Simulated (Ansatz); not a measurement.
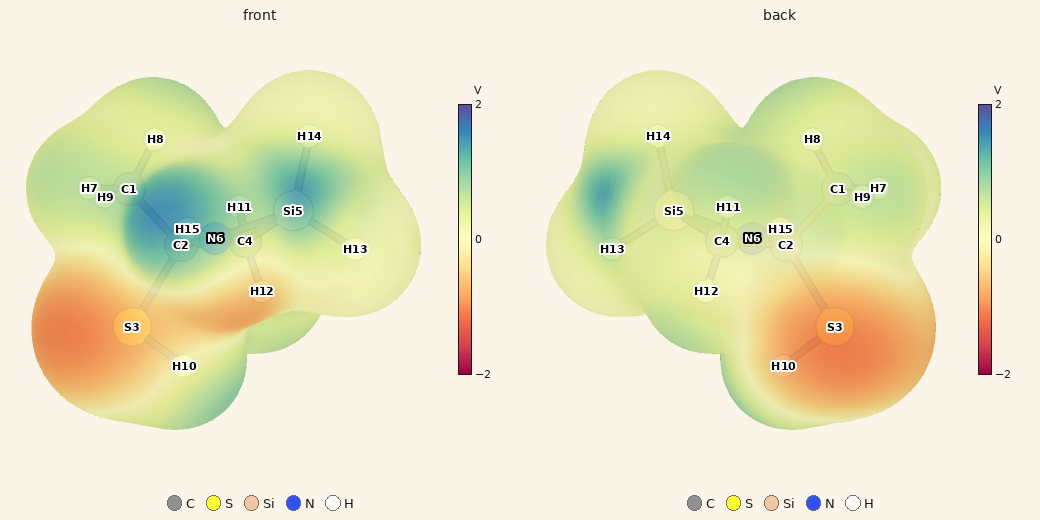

C₃H₉NSSi (SMILES CC1(S)C[SiH2]N1). The electrostatic potential painted on the density surface at 0.002 e/bohr³, seen from the front and from behind; red is negative and blue positive.

All numbers below come from RKS PBE-D4/cc-pVDZ in Ansatz.

The calculation's input:

```
crystal:
  periodic: [false, false, false]
  atoms:
    - { symbol: C, position_ang: [-0.9204, -0.0267, 1.4545] }
    - { symbol: C, position_ang: [0.2483, 0.057, 0.5243] }
    - { symbol: S, position_ang: [1.7573, 0.2932, 1.5036] }
    - { symbol: C, position_ang: [0.5058, -1.1176, -0.4907] }
    - { symbol: Si, position_ang: [-0.1908, 0.0451, -1.8198] }
    - { symbol: "N", position_ang: [0.1762, 1.1182, -0.5198] }
    - { symbol: H, position_ang: [-1.0399, 0.9443, 2.0291] }
    - { symbol: H, position_ang: [-1.8618, -0.0955, 0.8734] }
    - { symbol: H, position_ang: [-0.8978, -0.8022, 2.1891] }
    - { symbol: H, position_ang: [2.5435, 0.7806, 0.544] }
    - { symbol: H, position_ang: [-0.2091, -2.0014, -0.2781] }
    - { symbol: H, position_ang: [1.4748, -1.4576, -0.6616] }
    - { symbol: H, position_ang: [0.6469, 0.355, -2.9662] }
    - { symbol: H, position_ang: [-1.6839, 0.0951, -1.9792] }
    - { symbol: H, position_ang: [-0.5709, 1.7619, -0.3733] }
basis:
  gaussian: { orbitals: cc-pVDZ }
hamiltonian:
  xc: pbe
  dispersion: d4
relax:
  f_tol: 0.015
  max_steps: 40
output:
  orbitals: {}
```

Launched as:

```sh
ansatz run input.yaml --threads 2 --pin off --max-ram 3072MiB --backend cpu --events-out ev --progress --plain --runs-dir out
```

The fields are those of the relaxed geometry.

Q: Which sites attract a positive test charge, and which a negative one?

A: A positive charge is drawn to the negative regions and a negative charge to the positive ones. The most negative region (about −1.1 V, or −25 kcal/mol for a unit charge) lies over S3, the most positive (about +1.5 V, or +35 kcal/mol for a unit charge) over H15.
